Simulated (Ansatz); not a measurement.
# C2H5F2NSi: how energies converge with the basis set

Aim: see how fast density functionals converge with the basis set for C2H5F2NSi.

Method: one geometry, several basis sets; program: Ansatz 0.2.0, Gaussian basis.

Plan: PBE0-D4/def2-SVP; ωB97M-V/def2-SVP; PBE0-D4/def2-QZVPP; ωB97M-V/def2-QZVPP; the functionals' def2-TZVPP values are taken from earlier runs.

## (1) The relaxed structure

The geometry comes from an earlier relaxation with PBE0-D4 in a triple-zeta def2 set; it is a stationary point, not always the lowest conformer.

11 atoms, charge 0, spin multiplicity 1.

Atoms are counted from 1 here; the program's logs count them from 0.

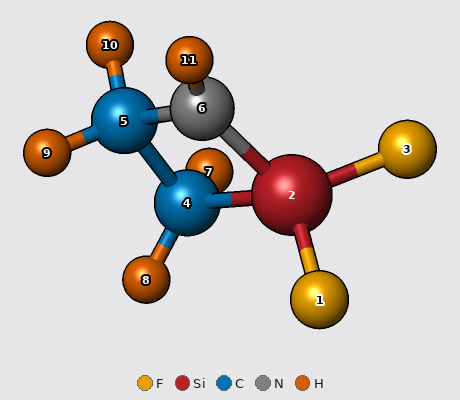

The structure; fluorine amber, silicon red, carbon blue, nitrogen grey, hydrogen orange; atoms are numbered from 1 in the order of the file.

Coordinates:

```xyz
11

F     0.10971   -0.95296    2.35861
Si    0.44727   -0.81585    0.81269
F     1.39012   -2.06681    0.55064
C    -0.92108   -0.44994   -0.38113
C    -0.15452    0.87672   -0.65349
N     0.97877    0.68206    0.26624
H    -0.99523   -1.09782   -1.25317
H    -1.91359   -0.30198    0.04160
H    -0.75399    1.75586   -0.39828
H     0.16336    0.95955   -1.69726
H     1.71468    1.35427    0.37426
```

## (2) PBE0-D4 in def2-SVP

Contents of in.yaml:

```yaml
crystal:
  periodic: [false, false, false]
  atoms:
    - {symbol: F, position_ang: [0.109707, -0.952962, 2.358614]}
    - {symbol: Si, position_ang: [0.447272, -0.815853, 0.812694]}
    - {symbol: F, position_ang: [1.390120, -2.066811, 0.550644]}
    - {symbol: C, position_ang: [-0.921078, -0.449936, -0.381132]}
    - {symbol: C, position_ang: [-0.154523, 0.876720, -0.653493]}
    - {symbol: N, position_ang: [0.978766, 0.682059, 0.266239]}
    - {symbol: H, position_ang: [-0.995229, -1.097821, -1.253175]}
    - {symbol: H, position_ang: [-1.913588, -0.301980, 0.041596]}
    - {symbol: H, position_ang: [-0.753989, 1.755863, -0.398282]}
    - {symbol: H, position_ang: [0.163359, 0.959547, -1.697261]}
    - {symbol: H, position_ang: [1.714682, 1.354273, 0.374257]}
basis:
  gaussian: {orbitals: def2-SVP}
hamiltonian: {xc: pbe0, dispersion: d4}
output: {orbitals: {seedname: orbitals}}
```

After this run come: ωB97M-V in def2-SVP; PBE0-D4 in def2-QZVPP; ωB97M-V in def2-QZVPP.

**Question.** What will the summary of the whole plan be? Wanted: PBE0-D4: double and triple zeta above quadruple; ωB97M-V: double and triple zeta above quadruple.

**Answer**, as computed:

```
                                       quantity           value
PBE0-D4: double and triple zeta above quadruple  14.91, 0.80 eV
ωB97M-V: double and triple zeta above quadruple  15.14, 0.74 eV
```

In words: For PBE0-D4 the step from double to triple zeta gains 14.11 eV and the next only 0.80 eV. These are total energies; as a rule much of such shifts cancels in differences, which this series doesn't test. The LUMO of ωB97M-V is positive and keeps falling with the basis (3.31 to 1.59 eV): an unbound level that the basis holds in place.
